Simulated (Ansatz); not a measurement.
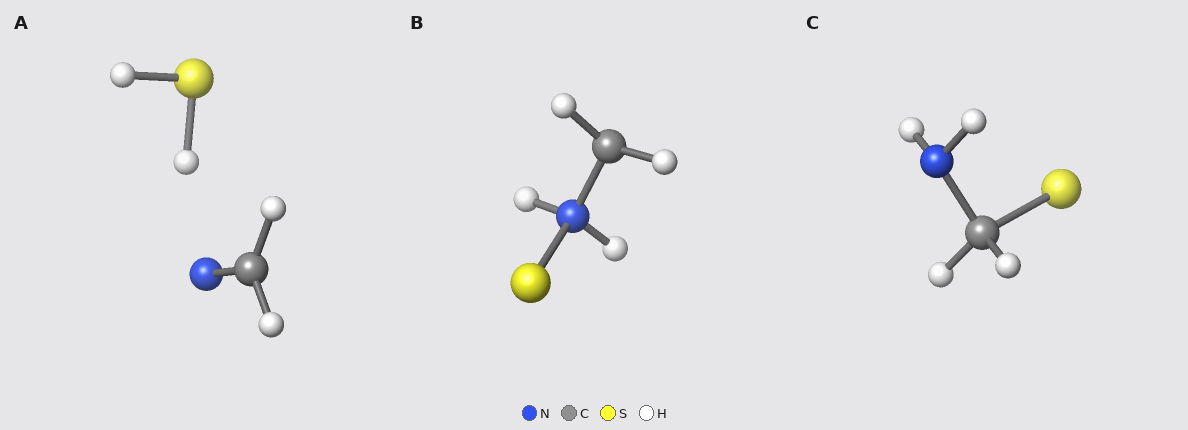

3 stationary structures of one formula. State: neutral, doublet. Geometries: PBE-D4/def2-SVP. Electronic energies: PBE-D4/def2-SVP (Ansatz 0.2.0), without zero-point energy. No frequency run is at hand to confirm each as a minimum. Each is one conformer, not always the lowest.

Question: Rank them by energy, lowest first.

Answer: C is lowest (Cs); A lies 23.7 kcal/mol above it (C1), B lies 40.5 kcal/mol above it (Cs).
